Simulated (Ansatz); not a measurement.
## TaH₄ClO₄: single-point calculation

- system: TaH₄ClO₄, SMILES [OH][Ta]([OH])([OH])([OH])[Cl]
- method: RKS r2SCAN/def2-TZVP (Ansatz 0.2.0)

Some settings of this run were made unusual or wrong on purpose. The geometry comes from this level: PBE0-D4/def2-TZVP.

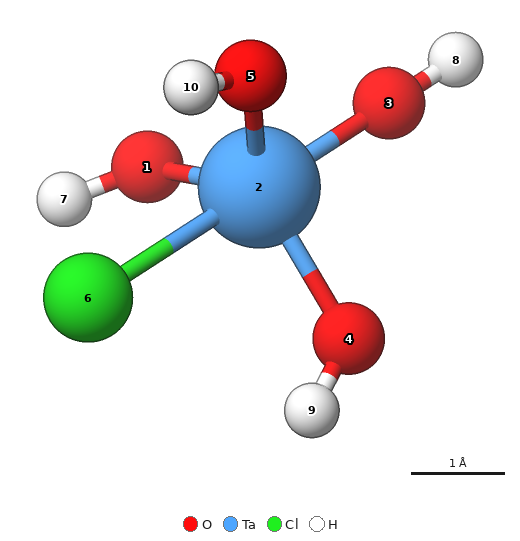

Figure 1. The input geometry (ball-and-stick view, seen at a tilt; atoms are numbered from 1 in the order of the input). Sticks mark near contacts.

**Input file**
```yaml
crystal:
  periodic: [false, false, false]
  atoms:
    - {symbol: O, position_ang: [-1.154350, -0.988830, -1.128541]}
    - {symbol: Ta, position_ang: [0.084268, -0.102745, 0.009033]}
    - {symbol: O, position_ang: [1.232239, -1.557280, 0.135660]}
    - {symbol: O, position_ang: [-0.259096, -0.020835, 1.876876]}
    - {symbol: O, position_ang: [1.390606, 1.050192, -0.751384]}
    - {symbol: Cl, position_ang: [-1.427757, 1.817039, -0.158877]}
    - {symbol: H, position_ang: [-1.946148, -0.548734, -1.446359]}
    - {symbol: H, position_ang: [1.825777, -2.300263, 0.198770]}
    - {symbol: H, position_ang: [-0.845171, 0.641768, 2.249851]}
    - {symbol: H, position_ang: [1.182730, 1.958589, -0.982132]}
basis:
  gaussian: {orbitals: def2-TZVP, final_grid: {core_spheres: 1, valence_spheres: 1, degree: 3}}
hamiltonian: {xc: {name: r2SCAN}}
```

Run as:
```bash
ansatz run in.yaml --threads 4 --pin off --events-out ev --progress --plain --max-ram 11315MiB
```

**Output**
```
Functional definition: r2SCAN
  name "r2SCAN"
  cite "Furness, Kaplan, Ning, Perdew & Sun, J. Phys. Chem. Lett. 11, 8208 (2020) doi:10.1021/acs.jpclett.0c02405"
  cite "Furness, Kaplan, Ning, Perdew & Sun, J. Phys. Chem. Lett. 11, 9248 (2020) doi:10.1021/acs.jpclett.0c03077"
  parent r2scan
  parameter k0 = 0.174
  parameter k1 = 0.065
  parameter a1 = 4.9479
  exchange = r2scan_x(k0 = k0, k1 = k1, a1 = a1)
  correlation = r2scan_c
1373 factors; their error is unknown
mean field evaluation 1: about -22313.6171 eV, gradient 1.2e2 eV
mean field evaluation 2: about -22143.0138 eV, gradient 3.2e2 eV
mean field evaluation 4: about -22334.6392 eV, gradient 2.6e1 eV
mean field evaluation 8: about -22336.0506 eV, gradient 2.2e-1 eV
mean field evaluation 16: about -22733.6810 eV, gradient 2.2e1 eV
a density is far from that of the atoms, so the factors are made again for it
1926 factors; integrals over basis functions are off by at most 4.5e-4 eV
mean field evaluation 32: about -21922.3885 eV, gradient 4.1e2 eV
mean field -22763.43851137 eV, -836.5409356802 hartree, gradient 2.4e-5 eV, S^2 0.000000; 0 other end points of the search recorded, 0 dependent functions left out
reference -22763.43856695 eV, -836.5409377227 hartree; 33, 33 occupied and 192, 192 virtual orbitals, 1926 factors
Total energy: -22763.43856695 eV, -836.5409377227 hartree
```

**Outcome**

```csv
quantity,value
outcome,converged
total energy,−22763.4386 eV
SCF solution under orbital rotations,stable
hardware,"4 threads of Arm Neoverse V2, 23 GiB of memory available, shared host"
wall time,13 s (CPU time 45 s)
peak memory,0.55 GiB
```

This input holds a deliberate fault: grid. The run converged all the same; its numbers are those of the faulty input and shouldn't be used.
